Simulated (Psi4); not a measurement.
# BCl2 (SMILES Cl[B]Cl) at U-revB3LYP/3ZaPa-NR (density fitting)

What is the energy difference between two shapes of BCl2 at U-revB3LYP/3ZaPa-NR (density fitting)? 

The results are computed with Psi4 1.11.

1 further run of the same task is left out (set aside as unsound or not needed).

## (1) Starting point

BCl2: 3 atoms, total charge 0, spin state doublet. As SMILES, `Cl[B]Cl`. The coordinates come from a PBE0-D4/def2-TZVP relaxation.

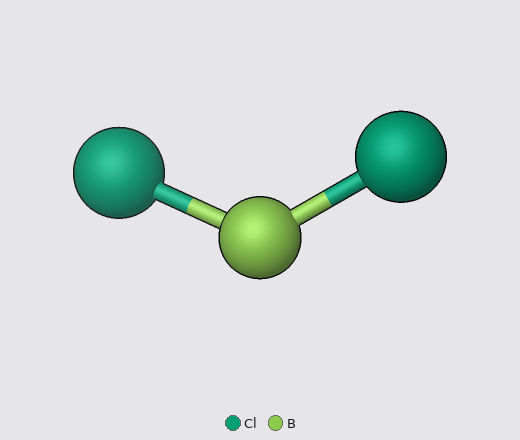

The structure, seen from a chosen angle (chlorine teal, boron green).

## (2) A single-point energy at U-revB3LYP/3ZaPa-NR (density fitting)

Contents of bcl2.inp:

```
memory 1600 MB

molecule {
  0 2
  Cl
  B 1 1.71951
  Cl 2 1.719563 1 125.40165
  no_reorient
  no_com
}

set {
  basis     3ZaPa-NR
  reference uks
  scf_type  df
}

E = energy('revb3lyp')
```

Launch:

```
$ psi4 bcl2.inp bcl2.out -n 1
```

bcl2.out:

```text
[...]
  Running in cs symmetry.
[...]
  Nuclear repulsion =  102.359068775095409
[...]
  Multiplicity = 2
[...]
  Nalpha       = 20
  Nbeta        = 19
[...]
    Number of basis functions: 135
[...]
   @DF-UKS iter   1:  -944.96423642854825   -7.09966e-02   3.95118e-03 DIIS/ADIIS
[...]
   @DF-UKS iter   8:  -945.03833881216224   -1.38115e-07   8.48851e-07 DIIS
[...]
   @S^2 Observed:                7.525680429E-01
[...]
    Orbital Energies [Eh]
    ---------------------
    Alpha Occupied:
       1Ap  -101.561913     2Ap  -101.561906     3Ap    -9.492035
       4Ap    -9.492026     5Ap    -7.254136     6Ap    -7.254128
       1App   -7.249636     2App   -7.249628     7Ap    -7.248442
       8Ap    -7.248433     9Ap    -6.863481    10Ap    -0.888670
      11Ap    -0.857989    12Ap    -0.525652    13Ap    -0.454547
      14Ap    -0.404489     3App   -0.400166     4App   -0.355693
      15Ap    -0.345702    16Ap    -0.225351
    Alpha Virtual:
       5App   -0.079244    17Ap     0.001900    18Ap     0.017360
      19Ap     0.024560     6App    0.028106    20Ap     0.042183
[...]
  @DF-UKS Final Energy:  -945.03833881216224
   => Energetics <=
    Nuclear Repulsion Energy =            102.3590687750954089
    One-Electron Energy =               -1506.8994041833520896
    Two-Electron Energy =                 507.9630705159766535
    DFT Exchange-Correlation Energy =     -48.4610739198822742
    Empirical Dispersion Energy =           0.0000000000000000
    VV10 Nonlocal Energy =                  0.0000000000000000
    Total Energy =                       -945.0383388121623511
[...]
 Multipole Moments:
 ------------------------------------------------------------------------------------
     Multipole            Electronic (a.u.)      Nuclear  (a.u.)        Total (a.u.)
 ------------------------------------------------------------------------------------
 L = 1.  Multiply by 2.5417464519 to convert [e a0] to [Debye]
 Dipole X            :         -0.3072555            0.4029300            0.0956745
 Dipole Y            :         -0.1584468            0.2079451            0.0494983
 Dipole Z            :          0.0000000            0.0000000            0.0000000
 Magnitude           :                                                    0.1077204
[...]
```

Run time: 8.1 s. Hardware: 1 thread of Intel Xeon Platinum 8488C (Sapphire Rapids), shared host; peak memory 0.51 GiB.

## (3) The distorted shape, same level

Contents of job.json:

```json
{
 "schema_name": "qcschema_input",
 "schema_version": 1,
 "molecule": {
  "schema_name": "qcschema_molecule",
  "schema_version": 2,
  "symbols": ["Cl", "B", "Cl"],
  "geometry": [0.7157829, -2.81858888, -0.02635034, -0.87790818, -0.06430927, -0.44924081, 0.1345485, 2.82317713, 0.41060347],
  "molecular_charge": 0,
  "molecular_multiplicity": 2,
  "fix_com": true,
  "fix_orientation": true
 },
 "driver": "energy",
 "model": {
  "method": "revb3lyp",
  "basis": "3ZaPa-NR"
 },
 "keywords": {
  "reference": "uks",
  "scf_type": "df"
 }
}
```

Launch:

```
$ psi4 --qcschema job.json -n 1 --memory 1600MB
```

stdout:

```text
[...]
  Running in c1 symmetry.
[...]
  Nuclear repulsion =  104.027107614184899
[...]
  Multiplicity = 2
[...]
  Nalpha       = 20
  Nbeta        = 19
[...]
    Number of basis functions: 135
[...]
   @DF-UKS iter   1:  -944.95371160984712   -1.16543e-02   3.10960e-03 ADIIS/DIIS
[...]
   @DF-UKS iter   8:  -945.03717301900519   -1.55065e-07   9.23690e-07 DIIS
[...]
   @S^2 Observed:                7.525069965E-01
[...]
    Orbital Energies [Eh]
    ---------------------
    Alpha Occupied:
       1A   -101.562296     2A   -101.560057     3A     -9.493382
       4A     -9.490758     5A     -7.255219     6A     -7.252706
       7A     -7.251022     8A     -7.249764     9A     -7.248377
      10A     -7.247146    11A     -6.854832    12A     -0.894360
      13A     -0.861047    14A     -0.527168    15A     -0.457689
      16A     -0.408414    17A     -0.404392    18A     -0.356592
      19A     -0.346040    20A     -0.219050
    Alpha Virtual:
      21A     -0.074703    22A      0.002163    23A      0.017855
      24A      0.024995    25A      0.027601    26A      0.045981
[...]
  @DF-UKS Final Energy:  -945.03717301900519
   => Energetics <=
    Nuclear Repulsion Energy =            104.0271076141848994
    One-Electron Energy =               -1510.2019770799815888
    Two-Electron Energy =                 509.6167350448013735
    DFT Exchange-Correlation Energy =     -48.4790385980098009
    Empirical Dispersion Energy =           0.0000000000000000
    VV10 Nonlocal Energy =                  0.0000000000000000
    Total Energy =                       -945.0371730190051949
[...]
 Multipole Moments:
 ------------------------------------------------------------------------------------
     Multipole            Electronic (a.u.)      Nuclear  (a.u.)        Total (a.u.)
 ------------------------------------------------------------------------------------
 L = 1.  Multiply by 2.5417464519 to convert [e a0] to [Debye]
 Dipole X            :         -9.9463309           10.0660929            0.1197620
 Dipole Y            :          0.2843495           -0.2435461            0.0408034
 Dipole Z            :         -4.2227313            4.2860992            0.0633678
 Magnitude           :                                                    0.1415038
[...]
```

The result, in JSON:

```text
{
 "driver": "energy",
 "model": {
  "method": "revb3lyp",
  "basis": "3ZaPa-NR"
 },
 "success": true,
 "return_result": -945.0371730190052,
 "properties": {
  "calcinfo_nbasis": 135,
  "calcinfo_nmo": 135,
  "calcinfo_nalpha": 20,
  "calcinfo_nbeta": 19,
  "calcinfo_natom": 3,
  "nuclear_repulsion_energy": 104.0271076141849,
  "return_energy": -945.0371730190052,
  "scf_one_electron_energy": -1510.2019770799816,
  "scf_two_electron_energy": 509.6167350448014,
  "scf_xc_energy": -48.4790385980098,
  "scf_dipole_moment": [0.11976200072127341, 0.04080338426266639, 0.06336783655317024],
  "scf_total_energy": -945.0371730190052,
  "scf_iterations": 8
 }
}
```

Run time: 8.4 s. Hardware: 1 thread of Intel Xeon Platinum 8488C (Sapphire Rapids), shared host; peak memory 0.53 GiB.

## (4) What came out

At U-revB3LYP/3ZaPa-NR (density fitting):

```
                                           quantity          value
                          first shape: total energy  -945.03834 Eh
                         first shape: dipole moment         0.27 D
    first shape: HOMO energy (highest over α and β)       -6.13 eV
     first shape: LUMO energy (lowest over α and β)       -2.53 eV
                                  first shape: ⟨S²⟩          0.753
                      distorted shape: total energy  -945.03717 Eh
                     distorted shape: dipole moment         0.36 D
distorted shape: HOMO energy (highest over α and β)       -5.96 eV
 distorted shape: LUMO energy (lowest over α and β)       -2.39 eV
                              distorted shape: ⟨S²⟩          0.753
             energy change with the atoms displaced       0.032 eV
```

What this shows: With the atoms displaced the energy rises by 0.03 eV (3.1 kJ/mol). The first shape isn't relaxed at this level, so the change isn't measured from a minimum.
